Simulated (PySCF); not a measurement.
**Energy and gradient calculation, with input and output: CH5FSSn (part 1 of 2)**

CH5FSSn, SMILES [CH3][SnH]([F])[SH], computed with BLYP/def2-TZVP, RKS, core potentials def2-svp (PySCF 2.14.0).

The geometry comes from this level: PBE0-D4/def2-TZVP. Figures and captions count atoms from 1; the log counts them from 0 in places.

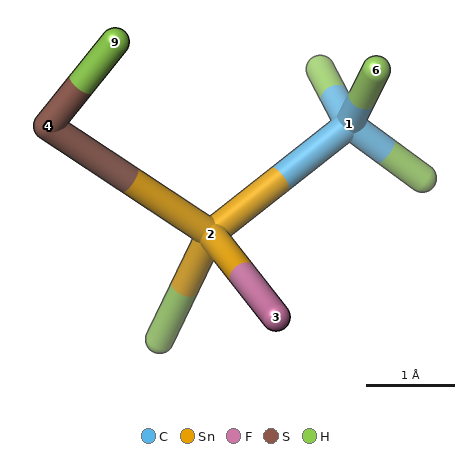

**Figure 1.** The structure as given in the input (stick view, seen at a tilt; atoms are numbered from 1 in the order of the input). Sticks mark near contacts. Bond lengths as drawn: C–H 1.09 Å, C–Sn 2.12 Å, F–Sn 1.93 Å, H–S 1.34 Å, H–Sn 1.70 Å and S–Sn 2.39 Å.

**Input file (calc.py)**
```python
# [CH3][SnH]([F])[SH]
import pyscf.grad
from pyscf import gto, dft

molecule = gto.M(
    atom='''
C   -0.089600   0.676900  -1.164400
Sn   0.418000  -0.751300   0.319200
F    2.071800  -0.078700   1.050300
S   -1.161400  -0.817600   2.108400
H   -1.046800   0.420100  -1.617600
H   -0.157800   1.658300  -0.695900
H    0.687400   0.695100  -1.928400
H    0.765200  -2.352900  -0.138400
H   -1.398400   0.503700   2.049800
''',
    verbose=4,
    ecp={'Sn': 'def2-svp'},
    max_memory=1860,
    basis='def2-tzvp',
)

calc0 = dft.RKS(molecule, xc='blyp')
calc0.conv_tol = 1e-10
calc0.grids.level = 5
calc0.kernel()
if not calc0.converged:
    calc0 = calc0.newton().run(calc0.mo_coeff, calc0.mo_occ)

e_tot = calc0.e_tot
print('E = %.10f Eh' % e_tot)
grad = calc0.Gradients().kernel()
calc0.analyze()
```

Machine: 1 thread of Arm Neoverse V1, 24 GiB of memory available, shared host.

Command:
```bash
OMP_NUM_THREADS=1 python calc.py
```

**The program's output**
```
PySCF version 2.14.0

[INPUT] num. atoms = 9
[INPUT] num. electrons = 58
[INPUT] charge = 0
[INPUT] spin (= nelec alpha-beta = 2S) = 0
[INPUT] symmetry False subgroup None
[INPUT] Mole.unit = angstrom
[INPUT] Symbol           X                Y                Z      unit          X                Y                Z       unit  Magmom
[INPUT]  1 C     -0.089600000000   0.676900000000  -1.164400000000 AA   -0.169319460761   1.279155613718  -2.200397099444 Bohr   0.0
[INPUT]  2 Sn     0.418000000000  -0.751300000000   0.319200000000 AA    0.789905520068  -1.419751237386   0.603200578961 Bohr   0.0
[INPUT]  3 F      2.071800000000  -0.078700000000   1.050300000000 AA    3.915134584874  -0.148721446003   1.984779348631 Bohr   0.0
[INPUT]  4 S     -1.161400000000  -0.817600000000   2.108400000000 AA   -2.194727921070  -1.545040079444   3.984298561033 Bohr   0.0
[INPUT]  5 H     -1.046800000000   0.420100000000  -1.617600000000 AA   -1.978165307195   0.793873944930  -3.056820979096 Bohr   0.0
[INPUT]  6 H     -0.157800000000   1.658300000000  -0.695900000000 AA   -0.298198782456   3.133732832366  -1.315060410085 Bohr   0.0
[INPUT]  7 H      0.687400000000   0.695100000000  -1.928400000000 AA    1.298997738026   1.313548629185  -3.644147858611 Bohr   0.0
[INPUT]  8 H      0.765200000000  -2.352900000000  -0.138400000000 AA    1.446018430517  -4.446336598489  -0.261538095640 Bohr   0.0
[INPUT]  9 H     -1.398400000000   0.503700000000   2.049800000000 AA   -2.642593012592   0.951855048943   3.873560610133 Bohr   0.0

nuclear repulsion = 268.066290489775
number of shells = 71
number of NR pGTOs = 286
number of NR cGTOs = 179
basis = def2-tzvp
ecp = {'Sn': 'def2-svp'}

******** <class 'pyscf.dft.rks.RKS'> ********
method = RKS
initial guess = minao
damping factor = 0
level_shift factor = 0
DIIS = <class 'pyscf.scf.diis.CDIIS'>
diis_start_cycle = 1
diis_space = 8
diis_damp = 0
SCF conv_tol = 1e-10
SCF conv_tol_grad = None
SCF max_cycles = 50
direct_scf = True
direct_scf_tol = 1e-13
XC library pyscf.dft.libxc version 7.0.0
    S. Lehtola, C. Steigemann, M. J.T. Oliveira, and M. A.L. Marques.,  SoftwareX 7, 1–5 (2018)
XC functionals = blyp
    A. D. Becke.,  Phys. Rev. A 38, 3098 (1988)
    C. Lee, W. Yang, and R. G. Parr.,  Phys. Rev. B 37, 785 (1988)
    B. Miehlich, A. Savin, H. Stoll, and H. Preuss.,  Chem. Phys. Lett. 157, 200 (1989)
radial grids:
    Treutler-Ahlrichs [JCP 102, 346 (1995); DOI:10.1063/1.469408] (M4) radial grids

becke partition: Becke, JCP 88, 2547 (1988); DOI:10.1063/1.454033
pruning grids: <function nwchem_prune>
grids dens level: 5
symmetrized grids: False
atomic radii adjust function: <function treutler_atomic_radii_adjust>
small_rho_cutoff = 0
Set gradient conv threshold to 1e-05
Initial guess from minao.
tot grids = 294608
init E= -716.800774385016
  HOMO = -0.576927636851962  LUMO = -0.505250478225435  gap/eV = 1.95043
cycle= 1 E= -750.891547494756  delta_E= -34.1  |g|= 3.48  |ddm|= 31.4
  HOMO = 0.0835020548371752  LUMO = 0.111364376099875  gap/eV = 0.75817
cycle= 2 E= -671.486496695897  delta_E= 79.4  |g|= 14.4  |ddm|=   58
  HOMO = -0.185051838365129  LUMO = -0.00352219444350201  gap/eV = 4.93967
cycle= 3 E= -752.98506806934  delta_E= -81.5  |g|=  1.6  |ddm|= 57.3
  HOMO = -0.100750687318292  LUMO = -0.0692310975182728  gap/eV = 0.85769
cycle= 4 E= -751.87158291599  delta_E= 1.11  |g|= 2.94  |ddm|= 3.62
  HOMO = -0.256489921790796  LUMO = -0.0545176992898009  gap/eV = 5.49594
cycle= 5 E= -753.469902550974  delta_E= -1.6  |g|= 0.277  |ddm|= 2.67
  HOMO = -0.213521675224697  LUMO = -0.0479963090590417  gap/eV = 4.50417
cycle= 6 E= -753.476411627057  delta_E= -0.00651  |g|= 0.258  |ddm|= 0.468
  HOMO = -0.232042244290731  LUMO = -0.0580030568700161  gap/eV = 4.73585
cycle= 7 E= -753.489239688748  delta_E= -0.0128  |g|= 0.0303  |ddm|=  0.2
  HOMO = -0.228316436378252  LUMO = -0.055726890685563  gap/eV = 4.69640
cycle= 8 E= -753.489365315851  delta_E= -0.000126  |g|= 0.0206  |ddm|= 0.0455
  HOMO = -0.229681116562716  LUMO = -0.0565632723438272  gap/eV = 4.71078
cycle= 9 E= -753.489458303454  delta_E= -9.3e-05  |g|= 0.00675  |ddm|= 0.0215
  HOMO = -0.229924913205593  LUMO = -0.0567207729843174  gap/eV = 4.71312
cycle= 10 E= -753.489467620818  delta_E= -9.32e-06  |g|= 0.00258  |ddm|= 0.00763
  HOMO = -0.229727333359642  LUMO = -0.0566961586285517  gap/eV = 4.70842
cycle= 11 E= -753.489469099171  delta_E= -1.48e-06  |g|= 0.000645  |ddm|= 0.00283
  HOMO = -0.229801705504153  LUMO = -0.0566824187079753  gap/eV = 4.71082
cycle= 12 E= -753.48946922754  delta_E= -1.28e-07  |g|= 0.000228  |ddm|= 0.000931
  HOMO = -0.229794741147249  LUMO = -0.0566799999613804  gap/eV = 4.71069
cycle= 13 E= -753.489469240854  delta_E= -1.33e-08  |g|= 4.16e-05  |ddm|= 0.000241
  HOMO = -0.229790545250886  LUMO = -0.0566796934895863  gap/eV = 4.71059
cycle= 14 E= -753.489469241232  delta_E= -3.79e-10  |g|= 1.95e-05  |ddm|= 5.86e-05
  HOMO = -0.229791334604065  LUMO = -0.0566796581448618  gap/eV = 4.71061
cycle= 15 E= -753.489469241355  delta_E= -1.23e-10  |g|= 2.68e-06  |ddm|= 2.36e-05
  HOMO = -0.229791601576922  LUMO = -0.0566798801132673  gap/eV = 4.71061
cycle= 16 E= -753.489469241357  delta_E= -2.05e-12  |g|= 9.37e-07  |ddm|= 3.52e-06
  HOMO = -0.229791447347583  LUMO = -0.0566798252115246  gap/eV = 4.71061
```

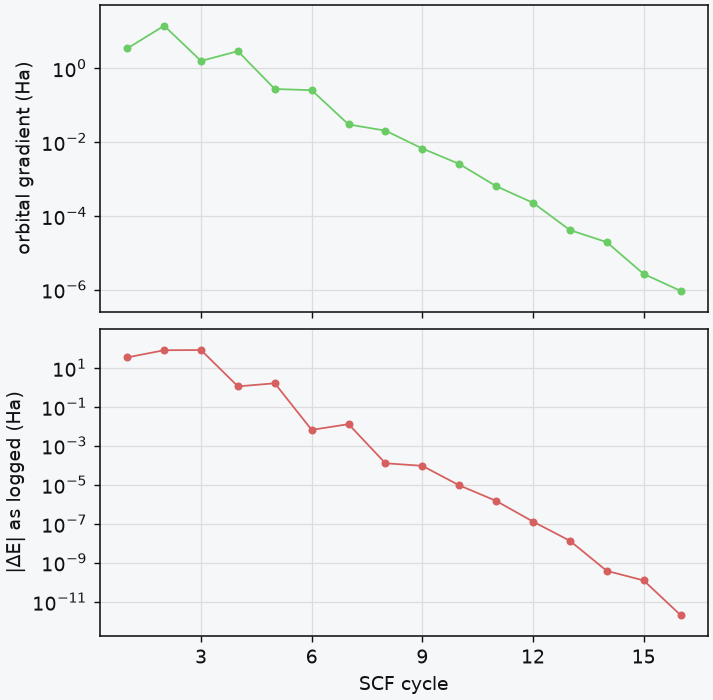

**Figure 2.** Convergence of the self-consistent field: orbital gradient and size of the energy change against the SCF cycle. The residual comes down, with one marked jump up, by a factor of about 4, at step 2.

```
Extra cycle  E= -753.48946924136  delta_E= -2.96e-12  |g|= 2.01e-06  |ddm|= 2.43e-06
converged SCF energy = -753.48946924136
E = -753.4894692414 Eh

******** <class 'pyscf.grad.rks.Gradients'> for <class 'pyscf.dft.rks.RKS'> ********
unit = Eh/Bohr
grid_response = False
--------------- RKS gradients ---------------
         x                y                z
0 C     0.0017452983    -0.0056960969     0.0064442010
1 Sn     0.0056203273     0.0083800324     0.0058311694
2 F    -0.0157496350    -0.0061524985    -0.0065675539
3 S     0.0075304573     0.0056787737    -0.0098494752
4 H     0.0028310642     0.0006190505     0.0015531560
5 H     0.0002542002    -0.0030661436    -0.0011650423
6 H    -0.0022024970    -0.0002469923     0.0024897533
7 H    -0.0012289332     0.0055009419     0.0015128748
8 H     0.0012483648    -0.0050406690    -0.0001910991
----------------------------------------------
**** SCF Summaries ****
Total Energy =                        -753.489469241360439
Nuclear Repulsion Energy =             268.066290489775440
One-electron Energy =                -1654.947340269116467
Two-electron Energy =                  633.391580537980531
Two-electron Coulomb Energy =          694.860566674070014
DFT Exchange-Correlation Energy =      -61.468986136089512
HOMO-LUMO gap [eV] =                     4.710607174492668
**** MO energy ****
MO #1   energy= -88.1057680952003  occ= 2
MO #2   energy= -24.2233658852144  occ= 2
MO #3   energy= -9.92480238805477  occ= 2
MO #4   energy= -7.66964315733905  occ= 2
MO #5   energy= -5.69821554682783  occ= 2
MO #6   energy= -5.6953780135788   occ= 2
MO #7   energy= -5.68980848755635  occ= 2
MO #8   energy= -4.91636758984285  occ= 2
MO #9   energy= -3.29649492089121  occ= 2
MO #10  energy= -3.2958415865468   occ= 2
MO #11  energy= -3.29291927921257  occ= 2
MO #12  energy= -1.02752536797378  occ= 2
MO #13  energy= -0.960110076655646 occ= 2
MO #14  energy= -0.958319760788147 occ= 2
MO #15  energy= -0.955925493055898 occ= 2
MO #16  energy= -0.9549276656154   occ= 2
MO #17  energy= -0.933642988038269 occ= 2
MO #18  energy= -0.659595514303178 occ= 2
MO #19  energy= -0.638390911546501 occ= 2
MO #20  energy= -0.457651292721317 occ= 2
MO #21  energy= -0.385219175565227 occ= 2
MO #22  energy= -0.383400639359183 occ= 2
MO #23  energy= -0.36649152853839  occ= 2
MO #24  energy= -0.33248580944749  occ= 2
MO #25  energy= -0.323408870184562 occ= 2
MO #26  energy= -0.315647512978177 occ= 2
MO #27  energy= -0.281871537854346 occ= 2
MO #28  energy= -0.268437087000149 occ= 2
MO #29  energy= -0.229791447347583 occ= 2
MO #30  energy= -0.0566798252115246 occ= 0
MO #31  energy= -0.027972447715362 occ= 0
MO #32  energy= -0.0204685520829212 occ= 0
MO #33  energy= -0.00748526064031953 occ= 0
MO #34  energy= 0.0248865939667111 occ= 0
MO #35  energy= 0.0556326940887096 occ= 0
MO #36  energy= 0.0614101739506189 occ= 0
MO #37  energy= 0.0783444269678846 occ= 0
MO #38  energy= 0.0865028685795837 occ= 0
MO #39  energy= 0.108496934583994  occ= 0
MO #40  energy= 0.121744450288852  occ= 0
MO #41  energy= 0.134971745779094  occ= 0
MO #42  energy= 0.154478164622226  occ= 0
MO #43  energy= 0.167174086367611  occ= 0
MO #44  energy= 0.178797058672378  occ= 0
MO #45  energy= 0.194447447129854  occ= 0
MO #46  energy= 0.22484742207163   occ= 0
MO #47  energy= 0.234744724675109  occ= 0
MO #48  energy= 0.252249583407219  occ= 0
MO #49  energy= 0.282516591608487  occ= 0
MO #50  energy= 0.288153503269788  occ= 0
MO #51  energy= 0.312688552333834  occ= 0
MO #52  energy= 0.340283007970455  occ= 0
MO #53  energy= 0.35776040541647   occ= 0
MO #54  energy= 0.362834062084886  occ= 0
MO #55  energy= 0.379377371014895  occ= 0
MO #56  energy= 0.390404033639167  occ= 0
MO #57  energy= 0.400863415556439  occ= 0
MO #58  energy= 0.417733269569716  occ= 0
MO #59  energy= 0.424420208056502  occ= 0
MO #60  energy= 0.438064655578269  occ= 0
MO #61  energy= 0.451750430097577  occ= 0
MO #62  energy= 0.534227172830891  occ= 0
MO #63  energy= 0.562788228961916  occ= 0
MO #64  energy= 0.582260530882797  occ= 0
MO #65  energy= 0.601860676345417  occ= 0
MO #66  energy= 0.624662361116713  occ= 0
MO #67  energy= 0.642159307813677  occ= 0
MO #68  energy= 0.668096589435104  occ= 0
MO #69  energy= 0.697706174436361  occ= 0
MO #70  energy= 0.705241246980878  occ= 0
MO #71  energy= 0.731557165811227  occ= 0
MO #72  energy= 0.751648465983544  occ= 0
MO #73  energy= 0.780771774519278  occ= 0
MO #74  energy= 0.829700944604893  occ= 0
MO #75  energy= 0.865851087818549  occ= 0
MO #76  energy= 0.892357155078129  occ= 0
MO #77  energy= 0.909242715862615  occ= 0
MO #78  energy= 0.930115775157088  occ= 0
MO #79  energy= 0.954344425476711  occ= 0
MO #80  energy= 0.989428049551874  occ= 0
MO #81  energy= 1.01169807629889   occ= 0
MO #82  energy= 1.01336855869507   occ= 0
MO #83  energy= 1.04808719958459   occ= 0
MO #84  energy= 1.06839959345043   occ= 0
MO #85  energy= 1.08142540293159   occ= 0
MO #86  energy= 1.1092341086069    occ= 0
MO #87  energy= 1.15462410991624   occ= 0
MO #88  energy= 1.20772062582092   occ= 0
MO #89  energy= 1.30703319250702   occ= 0
MO #90  energy= 1.36265297625786   occ= 0
MO #91  energy= 1.39145158884242   occ= 0
MO #92  energy= 1.40570853446939   occ= 0
MO #93  energy= 1.41620382214153   occ= 0
MO #94  energy= 1.44443285968588   occ= 0
MO #95  energy= 1.45903273189455   occ= 0
MO #96  energy= 1.47311055423226   occ= 0
MO #97  energy= 1.482954531394     occ= 0
MO #98  energy= 1.49524230931168   occ= 0
MO #99  energy= 1.52084196112786   occ= 0
MO #100 energy= 1.60004609347734   occ= 0
```
